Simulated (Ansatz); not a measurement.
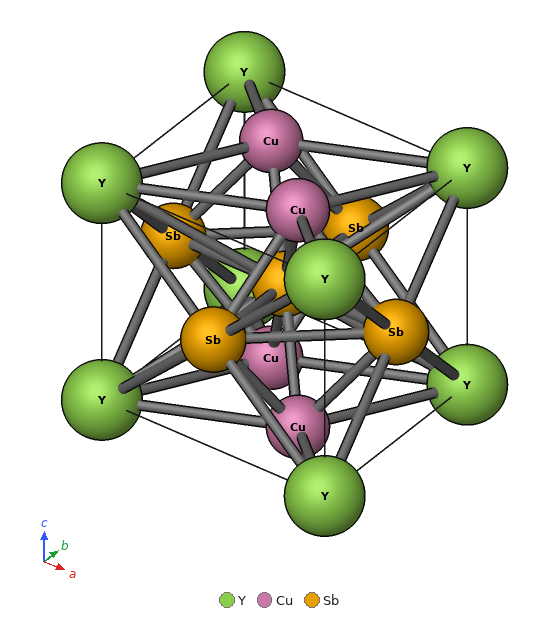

The figure gives a ball-and-stick picture of the atoms, viewed slightly off an axis. The edges of the simulation cell are marked.

Input deck:
```yaml
crystal:
  lattice:
    - [6.4121974669, 0.0, 0.0]
    - [-3.2060987334, 5.5531259004, 0.0]
    - [0.0, 0.0, 3.9940246439]
  atoms:
    - { symbol: "Y", position: [0.0, 0.0, 0.0] }
    - { symbol: Cu, position: [0.3333333333, 0.6666666667, 0.0] }
    - { symbol: Cu, position: [0.6666666667, 0.3333333333, 0.0] }
    - { symbol: Sb, position: [0.5, 0.0, 0.5] }
    - { symbol: Sb, position: [0.5, 0.5, 0.5] }
    - { symbol: Sb, position: [0.0, 0.5, 0.5] }
basis:
  ecutwfc: 420
kpoints:
  mp_grid: { grid: [9, 9, 10] }
  band_path:
    path:
      - [[0.0, 0.0, 0.0], [0.5, 0.0, 0.0], [0.33333333, 0.33333333, 0.0], [0.0, 0.0, 0.0], [0.0, 0.0, 0.5], [0.5, 0.0, 0.5], [0.33333333, 0.33333333, 0.5], [0.0, 0.0, 0.5]]
      - [[0.5, 0.0, 0.5], [0.5, 0.0, 0.0]]
      - [[0.33333333, 0.33333333, 0.5], [0.33333333, 0.33333333, 0.0]]
    npoints: 14
hamiltonian:
  xc: pbe
scf:
  occupations: { method: gaussian, width: 0.1 }
  n_extra_bands: 15
output:
  forces: true
  stress: true
  eigenvalues: true
  populations: true
  dos: { projected: true, de: 0.02, nscf_kmesh: { grid: [11, 11, 12] } }
  bader: true
  write_density: true
  write_potential: true
  elf: true
  volumetric_format: npy
```
Run as:
```sh
ansatz run input.yaml --threads 1 --pin off --max-ram 2048MiB --backend cpu --events-out ev --progress --plain --runs-dir out
```

Method used: Ansatz, DFT PBE, scalar-relativistic, plane waves, PAW. It ran with a kinetic-energy cutoff of 420 eV, the zone sampled with 9×9×10 points, Gaussian smearing of 0.1 eV, no spin polarisation.

Question: State the Bader charges by element.

Answer: Y +1.39 e; Cu -0.21 e; Sb -0.32 e.

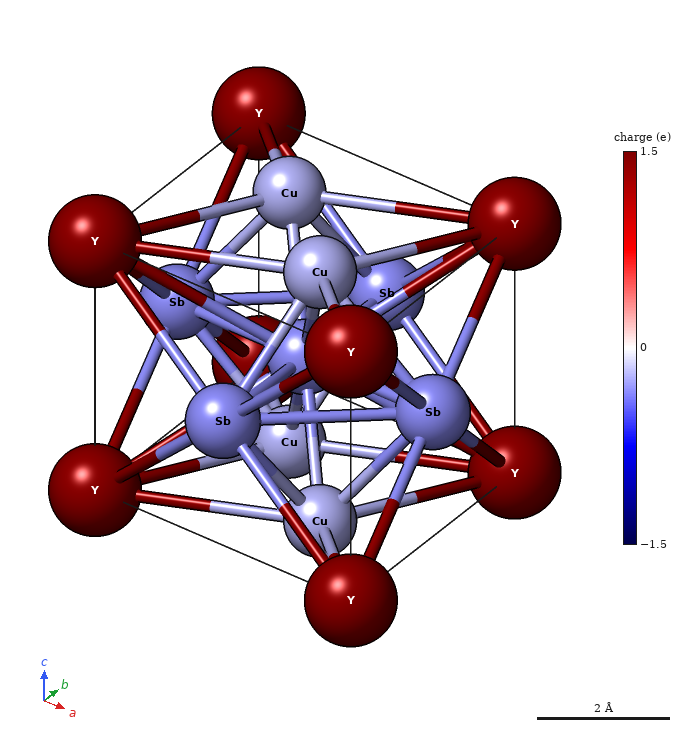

The atoms coloured by those charges.

It goes back to a structure type filled with these elements by a generator (whether the compound takes this form wasn't checked). Earlier steps of the study may have refined or changed the cell and positions. An electronic-structure calculation with Ansatz was run on it.
